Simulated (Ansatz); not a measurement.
A series of calculations on Cl

**1. Relaxation**

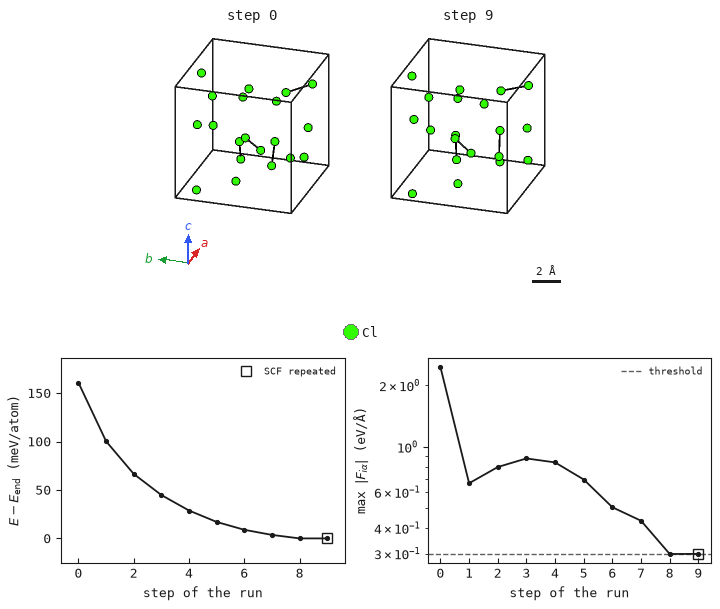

First and last geometry of a relaxation of an amorphous cell of composition Cl, with the history of the run. A ball-and-stick model of the cell of the calculation, seen from a free direction.

The cell holds 10 Cl2. The run prepares the start of a later molecular dynamics calculation, from a guessed geometry.

These are results of DFT PBE, scalar-relativistic, plane waves, PAW in Ansatz, not measurements.

Input
```yaml
accuracy: low
crystal:
  lattice:
    - [8.772053, 0.0, 0.0]
    - [0.0, 8.772053, 0.0]
    - [0.0, 0.0, 8.772053]
  atoms:
    - { symbol: Cl, position: [0.0746285, 0.1509646, -0.0433725] }
    - { symbol: Cl, position: [-0.0605448, 0.3122698, 0.0487051] }
    - { symbol: Cl, position: [0.6036817, 0.0114703, 0.9027548] }
    - { symbol: Cl, position: [0.5258546, 0.215157, 0.8304766] }
    - { symbol: Cl, position: [0.3405833, 0.5053054, 0.4622379] }
    - { symbol: Cl, position: [0.1981865, 0.3268708, 0.4366689] }
    - { symbol: Cl, position: [0.8463521, 0.6394441, 0.6662539] }
    - { symbol: Cl, position: [1.069374, 0.6944711, 0.6645871] }
    - { symbol: Cl, position: [0.3588485, 0.5931529, 1.0516247] }
    - { symbol: Cl, position: [0.313456, 0.5180337, 0.8393369] }
    - { symbol: Cl, position: [0.8854962, 0.1411582, 0.3698602] }
    - { symbol: Cl, position: [0.9109775, -0.0245125, 0.5269378] }
    - { symbol: Cl, position: [0.3401732, 0.9191825, 0.5229465] }
    - { symbol: Cl, position: [0.4067317, 1.0206375, 0.3278918] }
    - { symbol: Cl, position: [0.6799355, 0.666771, 0.2589903] }
    - { symbol: Cl, position: [0.7829202, 0.6888413, 0.054842] }
    - { symbol: Cl, position: [0.5984986, 0.3624077, 0.119804] }
    - { symbol: Cl, position: [0.5868741, 0.3312877, 0.3471054] }
    - { symbol: Cl, position: [0.1206223, 0.8554158, 0.0394729] }
    - { symbol: Cl, position: [0.343523, 0.8838032, -0.0082655] }
basis:
  ecutwfc: 420.0
kpoints:
  mp_grid: { grid: [1, 1, 1] }
hamiltonian:
  xc: pbe
scf:
  occupations: { method: fermi_dirac, width: 0.02 }
  lower_state_search: "off"
relax:
  f_tol: 0.3
  max_steps: 15
  adjacent_minimum: "off"
```

Launched with:
```bash
ansatz run input.yaml --threads 1 --pin off --max-ram 3072MiB --backend cpu --events-out ev --progress --plain --runs-dir out
```

**Did the run converge, and what did it change?**

It converged. Over 8 accepted moves (9 points after the start) the energy falls by 161 meV per atom. The largest force component goes from 2.5 to 0.3 eV/Å. 1 step only repeated the SCF at the same geometry. The largest move is that of Cl17, 1.25 Å along [0 −1 1]. The cell doesn't change. Among the contacts that change: Cl9–Cl20 2.607 → 3.427 Å, Cl5–Cl18 2.832 → 3.619 Å, Cl1–Cl19 2.723 → 3.478 Å, Cl6–Cl11 3.244 → 2.782 Å. The run took 34 s on 1 thread of Arm Neoverse V1, on a shared host, peak memory 0.51 GiB.

Limits of the set-up: the program's low-accuracy preset was used.

**2. Dynamics**

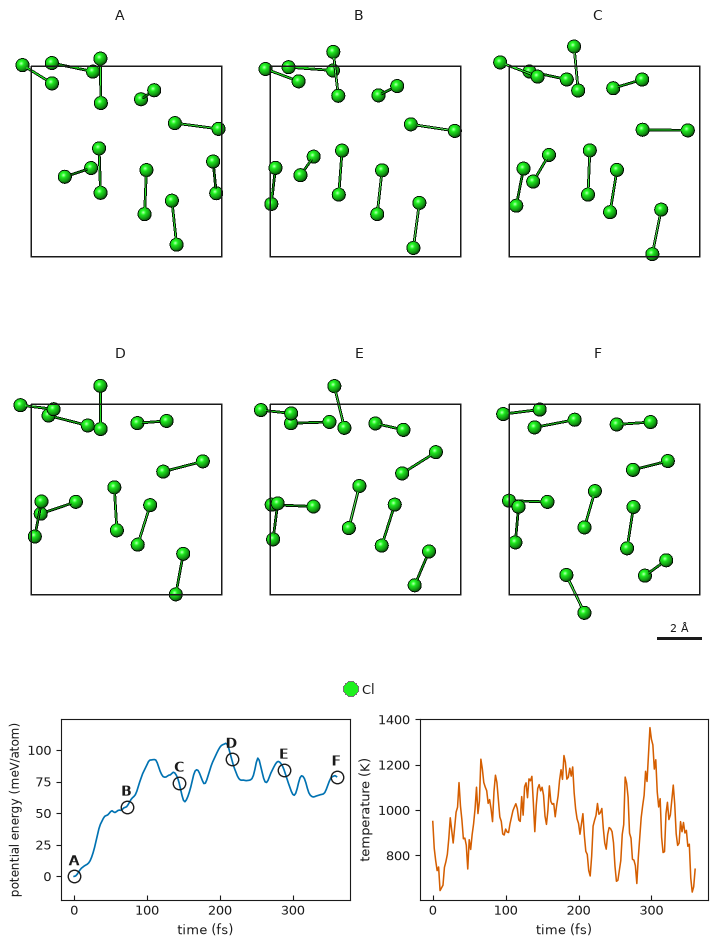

Molecular dynamics of a periodic cell with 10 Cl2 at 1.744 g/cm³, 360 fs long. Frames (A at 0 fs, B at 72 fs, C at 144 fs, D at 216 fs, E at 288 fs, F at 360 fs) and the history of the run. The picture is a ball-and-stick view of the simulation cell, seen along the b axis. Atoms that leave the cell re-enter on the other side.

Method: Ansatz, DFT PBE, scalar-relativistic, plane waves, PAW. Run with plane-wave cutoff 420 eV; k-point mesh 1 × 1 × 1; Fermi-Dirac smearing 0.02 eV; low-accuracy preset; Langevin thermostat (NVT); set temperature 1000 K; time step 2 fs; friction 0.02 per fs.

**Describe the run.**

Over the second half the temperature averages 950 K (spread ±161 K). The potential energy in the second half lies on average 80.4 meV per atom above the first frame. In the second half of the run the atoms are, in the root-mean-square, this far from where they began (common drift taken out): Cl 0.87 Å. The molecules turn and drift from their places.

Limits of the set-up: the program's low-accuracy preset was used.

The run took 11 min on 1 thread of Arm Neoverse V1 (shared host), peak memory 0.57 GiB.

**3. Dynamics**

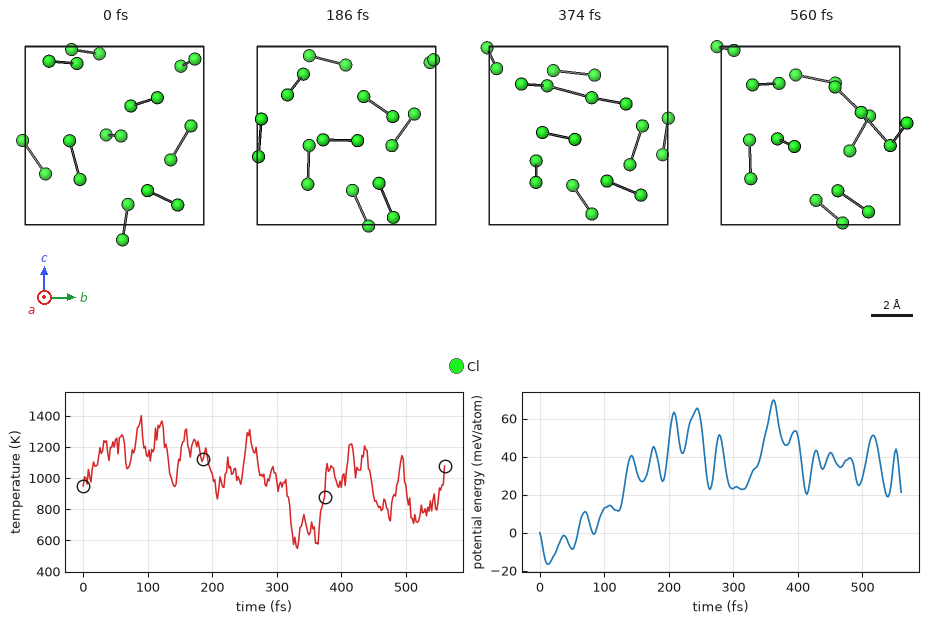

Molecular dynamics of a periodic cell with 10 Cl2 at 1.744 g/cm³, 560 fs long. It starts from the last geometry of an earlier run, with fresh velocities. Frames and the history of the run. Style: ball-and-stick. Shown: the simulation cell, along the a axis. Atoms that leave the cell re-enter on the other side.

These are results of DFT PBE, scalar-relativistic, plane waves, PAW (Ansatz 0.2.0), not measurements. Set-up: plane-wave cutoff 420 eV; k-point mesh 1 × 1 × 1; Fermi-Dirac smearing 0.02 eV; low-accuracy preset; Langevin thermostat (NVT); set temperature 1000 K; time step 2 fs; friction 0.01 per fs.

The input:
```yaml
accuracy: low
crystal:
  lattice:
    - [8.772053, 0.0, 0.0]
    - [0.0, 8.772053, 0.0]
    - [0.0, 0.0, 8.772053]
  atoms:
    - { symbol: Cl, position: [0.13447857, 0.2558857, -0.0210297] }
    - { symbol: Cl, position: [-0.05716044, 0.41141802, -0.04493154] }
    - { symbol: Cl, position: [0.71633892, 0.12910319, 0.91325899] }
    - { symbol: Cl, position: [0.53866227, 0.28547925, 0.90053072] }
    - { symbol: Cl, position: [0.17503638, 0.53344433, 0.49413366] }
    - { symbol: Cl, position: [-0.02667569, 0.4498088, 0.50034103] }
    - { symbol: Cl, position: [0.62409937, 0.58779121, 0.66238671] }
    - { symbol: Cl, position: [0.80693691, 0.73650152, 0.70866384] }
    - { symbol: Cl, position: [0.27427701, 0.57192086, 1.11043935] }
    - { symbol: Cl, position: [0.36920396, 0.54140686, 0.91180178] }
    - { symbol: Cl, position: [1.00666761, 0.10959469, 0.28149604] }
    - { symbol: Cl, position: [1.02347354, -0.01879044, 0.46873642] }
    - { symbol: Cl, position: [0.42427915, 0.92542762, 0.5507591] }
    - { symbol: Cl, position: [0.36954059, 0.81174983, 0.36031913] }
    - { symbol: Cl, position: [0.79842804, 0.68199107, 0.18768712] }
    - { symbol: Cl, position: [0.68704039, 0.85082046, 0.10700589] }
    - { symbol: Cl, position: [0.59319121, 0.30264251, 0.25054944] }
    - { symbol: Cl, position: [0.62668025, 0.2442524, 0.46734076] }
    - { symbol: Cl, position: [0.10766882, 0.86862128, -0.11481945] }
    - { symbol: Cl, position: [0.31795122, 0.94683809, -0.07456532] }
basis:
  ecutwfc: 420.0
kpoints:
  mp_grid: { grid: [1, 1, 1] }
hamiltonian:
  xc: pbe
scf:
  occupations: { method: fermi_dirac, width: 0.02 }
  lower_state_search: "off"
md:
  timestep: 2
  n_steps: 280
  ensemble: nvt_langevin
  temperature: 1000.0
  initial_velocities: maxwell_boltzmann
  seed: 702053
  friction: 0.01
```

Command:
```bash
ansatz run input.yaml --threads 1 --pin off --max-ram 3072MiB --backend cpu --events-out ev --progress --plain --runs-dir out
```

Describe the run.

Answer. Over the second half the temperature averages 895 K (spread ±162 K). The potential energy in the second half lies on average 38.0 meV per atom above the first frame. In the second half of the run the atoms are, in the root-mean-square, this far from where they began (common drift taken out): Cl 1.29 Å. The molecules turn and drift from their places.

Limits of the set-up: the program's low-accuracy preset was used.

Cost: 16 min on 1 thread of Arm Neoverse V1, with other jobs on the host, peak memory 0.57 GiB.
